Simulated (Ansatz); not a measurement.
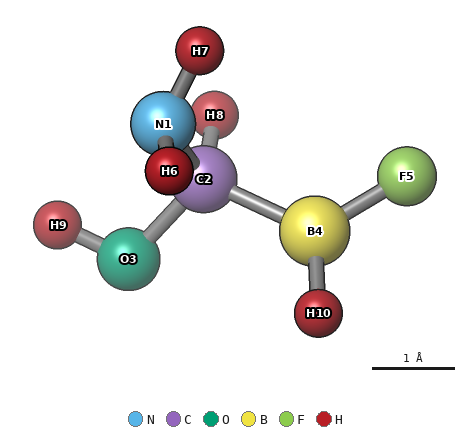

Figure 1. The structure (ball-and-stick view, seen at a tilt; atoms are numbered from 1 in the order of the input).

# What a change does: single-point calculation on CH$_{5}$BFNO

System: CH$_{5}$BFNO, SMILES NC(O)BF.
Method of run 1: RKS r2SCAN-D4/def2-TZVPP (Ansatz 0.2.0).

The geometry comes from this level: PBE0-D4/def2-TZVP. Text and figures count atoms from 1; the logs count them from 0 in places.

**Input, run 1**
```yaml
crystal:
  periodic: [false, false, false]
  atoms:
    - {symbol: N, position_ang: [-0.379523, 0.240451, 1.138674]}
    - {symbol: C, position_ang: [-0.022316, -0.519098, -0.062573]}
    - {symbol: O, position_ang: [1.192499, -1.185415, 0.136084]}
    - {symbol: B, position_ang: [0.094979, 0.581176, -1.174632]}
    - {symbol: F, position_ang: [-0.957986, 0.846118, -1.935416]}
    - {symbol: H, position_ang: [0.185416, 1.074454, 1.257719]}
    - {symbol: H, position_ang: [-1.360929, 0.482802, 1.173270]}
    - {symbol: H, position_ang: [-0.850215, -1.219752, -0.242013]}
    - {symbol: H, position_ang: [1.127208, -1.647501, 0.979749]}
    - {symbol: H, position_ang: [1.053867, 1.295463, -1.267761]}
basis:
  gaussian: {orbitals: def2-TZVPP}
hamiltonian: {xc: r2scan, dispersion: d4}
output: {forces: true, orbitals: {seedname: orbitals}}
```

Launched with:
```bash
ansatz run in.yaml --threads 4 --pin off --events-out ev --progress --plain --max-ram 10444MiB
```

Hardware: 4 threads of Arm Neoverse V2, 23 GiB of memory available, shared host.

**Output (run 1)**
```
Functional definition: r2SCAN
  parameter k0 = 0.174
  parameter k1 = 0.065
  parameter a1 = 4.9479
  exchange = r2scan_x(k0 = k0, k1 = k1, a1 = a1)
  correlation = r2scan_c
1106 factors; their error is unknown
mean field evaluation 1: about -8039.6185 eV, gradient 7.2e1 eV
mean field evaluation 2: about -8019.0904 eV, gradient 1.2e2 eV
mean field evaluation 4: about -8048.9535 eV, gradient 8.7e0 eV
mean field evaluation 8: about -8049.0765 eV, gradient 7.7e-2 eV
mean field evaluation 16: about -8049.0597 eV, gradient 2.8e-4 eV
mean field -8049.05972226 eV, -295.7974889442 hartree, gradient 5.1e-5 eV, S^2 0.000000; 0 other end points of the search recorded, 0 dependent functions left out
the calculation of the forces begins
reference -8049.05973411 eV, -295.7974893798 hartree; 20, 20 occupied and 205, 205 virtual orbitals, 1106 factors
Total energy: -8049.09776675 eV, -295.7988870538 hartree
Atom 0 at    -0.379523     0.240451     1.138674 Å, force    -0.047602     0.069977     0.226872 eV/Å
Atom 1 at    -0.022316    -0.519098    -0.062573 Å, force    -0.188839    -0.003722    -0.306960 eV/Å
Atom 2 at     1.192499    -1.185415     0.136084 Å, force     0.301810    -0.108606     0.016392 eV/Å
Atom 3 at     0.094979     0.581176    -1.174632 Å, force     0.164620    -0.007013     0.087617 eV/Å
Atom 4 at    -0.957986     0.846118    -1.935416 Å, force    -0.155120     0.033695    -0.087905 eV/Å
Atom 5 at     0.185416     1.074454     1.257719 Å, force     0.015883     0.045946    -0.011717 eV/Å
Atom 6 at    -1.360929     0.482802     1.173270 Å, force    -0.037143     0.032346    -0.009115 eV/Å
Atom 7 at    -0.850215    -1.219752    -0.242013 Å, force    -0.039184    -0.013182     0.017877 eV/Å
Atom 8 at     1.127208    -1.647501     0.979749 Å, force    -0.003405    -0.043315     0.049783 eV/Å
Atom 9 at     1.053867     1.295463    -1.267761 Å, force    -0.011020    -0.006127     0.017156 eV/Å
Dipole moment:    -0.218535     0.050330     0.324646 e Å
```

The input of run 2 differs as follows (lines with − go, lines with + come):
```diff
-hamiltonian: {xc: r2scan, dispersion: d4}
+hamiltonian: {xc: pbe, dispersion: d4}
```

What does this change do to the results?

The total energies belong to different models, so their difference says nothing on which is more stable or more accurate. The largest force goes from 0.360 to 0.650 eV/Å. The HOMO goes from −6.14 to −5.88 eV. The LUMO goes from −1.23 to −1.61 eV. The dipole moment goes from 1.90 to 1.94 D.

**Output (run 2)**
```
Functional definition: PBE
  parameter kappa = 0.804
  parameter beta = 0.06672455060314922
  exchange = pbe_x(kappa = kappa, mu = beta*pi^2/3)
  correlation = pbe_c(beta = beta)
1106 factors; their error is unknown
mean field evaluation 1: about -8032.5787 eV, gradient 7.8e1 eV
mean field evaluation 2: about -7991.4814 eV, gradient 1.5e2 eV
mean field evaluation 4: about -8043.7335 eV, gradient 1.4e1 eV
mean field evaluation 8: about -8044.0481 eV, gradient 1.5e-1 eV
mean field evaluation 16: about -8044.0284 eV, gradient 1.1e-2 eV
mean field -8044.02843680 eV, -295.6125926141 hartree, gradient 5.6e-6 eV, S^2 0.000000; 0 other end points of the search recorded, 0 dependent functions left out
the calculation of the forces begins
reference -8044.02847719 eV, -295.6125940985 hartree; 20, 20 occupied and 205, 205 virtual orbitals, 1106 factors
Total energy: -8044.18242202 eV, -295.6182514664 hartree
Atom 0 at    -0.379523     0.240451     1.138674 Å, force     0.015943    -0.131891     0.243887 eV/Å
Atom 1 at    -0.022316    -0.519098    -0.062573 Å, force    -0.122460     0.014969    -0.253186 eV/Å
Atom 2 at     1.192499    -1.185415     0.136084 Å, force     0.546977    -0.042742    -0.349196 eV/Å
Atom 3 at     0.094979     0.581176    -1.174632 Å, force     0.312800    -0.077932     0.245159 eV/Å
Atom 4 at    -0.957986     0.846118    -1.935416 Å, force    -0.469644     0.128568    -0.362208 eV/Å
Atom 5 at     0.185416     1.074454     1.257719 Å, force     0.199548     0.308509     0.044778 eV/Å
Atom 6 at    -1.360929     0.482802     1.173270 Å, force    -0.356862     0.096248     0.033191 eV/Å
Atom 7 at    -0.850215    -1.219752    -0.242013 Å, force    -0.231417    -0.143092    -0.032040 eV/Å
Atom 8 at     1.127208    -1.647501     0.979749 Å, force    -0.024675    -0.253617     0.426422 eV/Å
Atom 9 at     1.053867     1.295463    -1.267761 Å, force     0.129789     0.100979     0.003193 eV/Å
Dipole moment:    -0.223729     0.046175     0.332676 e Å
```

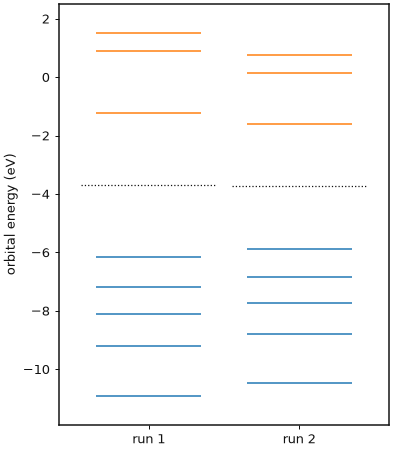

Figure 2. The five highest filled and three lowest empty orbital energies of the two runs; the dotted lines part filled from empty levels. The HOMO–LUMO gap is 4.91 eV in run 1 and 4.27 eV in run 2.

**The two runs side by side**

| quantity | run 1 | run 2 |
| --- | --- | --- |
| outcome | converged | converged |
| total energy (hartree) | −295.798887 | −295.618251 |
| HOMO (eV) | −6.14 | −5.88 |
| LUMO (eV) | −1.23 | −1.61 |
| dipole moment (D) | 1.90 | 1.94 |
| largest force (eV/Å) | 0.360 | 0.650 |
| basis functions | 225 | 225 |
| wall time (shared host) | 3.6 s | 1.9 s |
